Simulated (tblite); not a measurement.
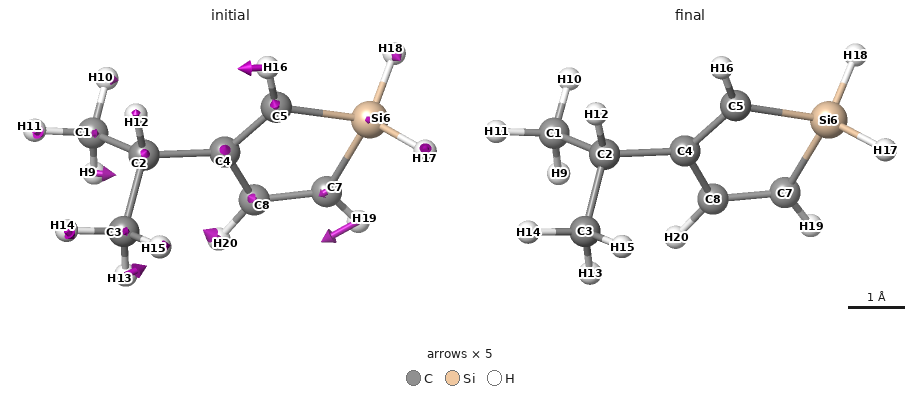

The structure of C7H12Si before (left) and after (right) a relaxation, at one scale. The purple arrows give the displacements, 5 times their true length.

Style: ball-and-stick. Shown from a free direction.

Method: GFN2-xTB geometry optimisation, gas phase in tblite. 

What changed between the two?

The energy falls by 0.115 eV in 35 geometry steps. The largest move after the best rigid fit is that of H19, 0.16 Å. Largest moves by element: H 0.16 Å, C 0.04 Å, Si 0.02 Å. Near-neighbour distances that change, for instance: Si6–H17 1.488 → 1.464 Å, C1–H11 1.107 → 1.088 Å, Si6–C7 1.869 → 1.886 Å, Si6–H18 1.481 → 1.464 Å. Bond angles that change, for instance: Si6–C5–H16 121.3° → 127.9°, Si6–C7–H19 121.8° → 128.4°, C4–C5–H16 127.1° → 121.8°. Cost: 0.45 s on 1 thread of Arm Neoverse N1, on a shared host.
